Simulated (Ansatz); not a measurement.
## Run report: SnH4O4, single-point calculation

System: SnH4O4, SMILES [OH][Sn]([OH])([OH])[OH].
Method: RKS PBE-D4/def2-TZVPP (Ansatz 0.2.0).

The geometry comes from this level: PBE0-D4/def2-TZVP. Figures and captions count atoms from 1; the log counts them from 0 in places.

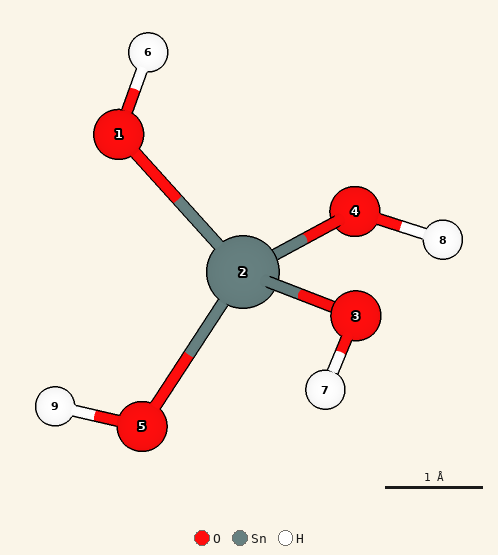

The structure as given in the input (ball-and-stick view, seen at a tilt; atoms are numbered from 1 in the order of the input). Sticks mark near contacts.

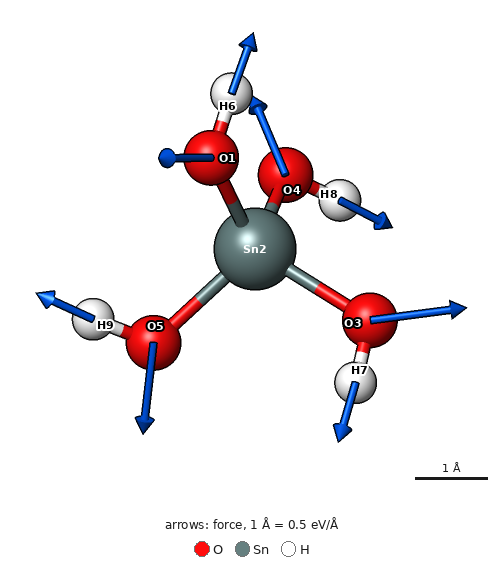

Forces on the atoms as blue arrows (ball-and-stick view, seen at a tilt; atoms are numbered from 1 in the order of the input). The largest act on all 4 O atoms (0.69 eV/Å); all 4 H atoms (0.47 eV/Å). The geometry is not a stationary point of this energy.

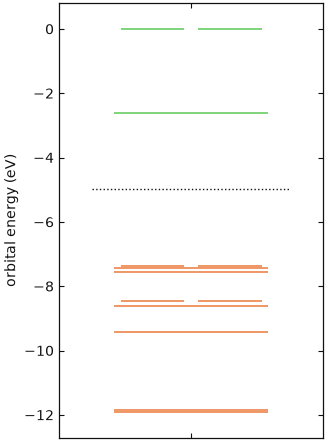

Orbital energies near the frontier; the dotted line parts filled from empty levels, and levels within 0.02 eV of each other stand side by side. Highest filled −7.37 eV, lowest empty −2.60 eV, 4.77 eV apart.

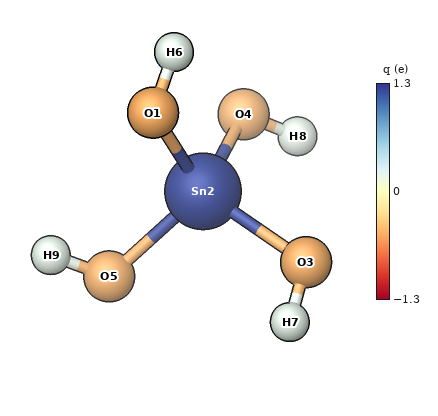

Mulliken charges, as the colour of each atom (ball-and-stick view, seen at a tilt; atoms are numbered from 1 in the order of the input). By element: O −0.50, Sn +1.22 and H +0.20 e.

The input that produced these results follows, with the program's output.

Input:
```yaml
crystal:
  periodic: [false, false, false]
  atoms:
    - {symbol: O, position_ang: [-0.216778, 1.535850, -1.162933]}
    - {symbol: Sn, position_ang: [0.009741, -0.005190, -0.001898]}
    - {symbol: O, position_ang: [1.705833, -0.942242, -0.141032]}
    - {symbol: O, position_ang: [-1.359391, -1.281853, -0.521261]}
    - {symbol: O, position_ang: [-0.090581, 0.667581, 1.817828]}
    - {symbol: H, position_ang: [-0.709633, 1.321370, -1.960105]}
    - {symbol: H, position_ang: [2.326066, -0.675439, 0.543461]}
    - {symbol: H, position_ang: [-1.052463, -2.190720, -0.456682]}
    - {symbol: H, position_ang: [-0.524294, 1.524343, 1.865421]}
basis:
  gaussian: {orbitals: def2-TZVPP}
hamiltonian: {xc: pbe, dispersion: d4}
output: {forces: true, orbitals: {seedname: orbitals}}
```

Command:
```bash
ansatz run in.yaml --threads 4 --pin off --events-out ev --progress --plain --max-ram 10444MiB
```

The program's output:
```
Functional definition: PBE
  name "PBE"
  cite "Perdew, Burke & Ernzerhof, Phys. Rev. Lett. 77, 3865 (1996) doi:10.1103/PhysRevLett.77.3865"
  parent pbe
  parameter kappa = 0.804
  parameter beta = 0.06672455060314922
  exchange = pbe_x(kappa = kappa, mu = beta*pi^2/3)
  correlation = pbe_c(beta = beta)
1228 factors; their error is unknown
mean field evaluation 1: about -14057.3712 eV, gradient 1.2e2 eV
mean field evaluation 2: about -13949.7089 eV, gradient 2.6e2 eV
mean field evaluation 4: about -14082.0580 eV, gradient 6.7e0 eV
mean field evaluation 8: about -14082.1418 eV, gradient 1.3e-1 eV
mean field evaluation 16: about -14082.1337 eV, gradient 3.7e-3 eV
mean field -14082.13371689 eV, -517.5088688828 hartree, gradient 1.7e-5 eV, S^2 0.000000; 0 other end points of the search recorded, 0 dependent functions left out
the calculation of the forces begins
reference -14082.13377100 eV, -517.5088708713 hartree; 29, 29 occupied and 201, 201 virtual orbitals, 1228 factors
Total energy: -14082.30951715 eV, -517.5153294229 hartree
Atom 0 at    -0.216778     1.535850    -1.162933 Å, force     0.169440     0.669586    -0.004717 eV/Å
Atom 1 at     0.009741    -0.005190    -0.001898 Å, force     0.000379    -0.000177     0.000152 eV/Å
Atom 2 at     1.705833    -0.942242    -0.141032 Å, force     0.290475    -0.480697    -0.402324 eV/Å
Atom 3 at    -1.359391    -1.281853    -0.521261 Å, force    -0.652617     0.009163    -0.225843 eV/Å
Atom 4 at    -0.090581     0.667581     1.817828 Å, force     0.192357    -0.198115     0.633205 eV/Å
Atom 5 at    -0.709633     1.321370    -1.960105 Å, force    -0.242694    -0.130543    -0.386082 eV/Å
Atom 6 at     2.326066    -0.675439     0.543461 Å, force     0.288623     0.149644     0.344858 eV/Å
Atom 7 at    -1.052463    -2.190720    -0.456682 Å, force     0.173077    -0.438984     0.042396 eV/Å
Atom 8 at    -0.524294     1.524343     1.865421 Å, force    -0.219041     0.420123    -0.001645 eV/Å
Dipole moment:     0.000106     0.000037    -0.000213 e Å
```

Results in brief:

| quantity | value |
| --- | --- |
| outcome | converged |
| total energy | −14082.3095 eV |
| mean-field energy | −14082.1338 eV |
| dispersion energy | −0.1757 eV |
| SCF solution under orbital rotations | stable |
| HOMO | −7.37 eV |
| LUMO | −2.60 eV |
| largest force (length of the vector) | 0.691 eV/Å |
| dipole moment | 0.00 D |
| hardware | 4 threads of Arm Neoverse V2, 23 GiB of memory available, shared host |
| wall time | 1.8 s (CPU time 6.3 s) |
| peak memory | 0.27 GiB |
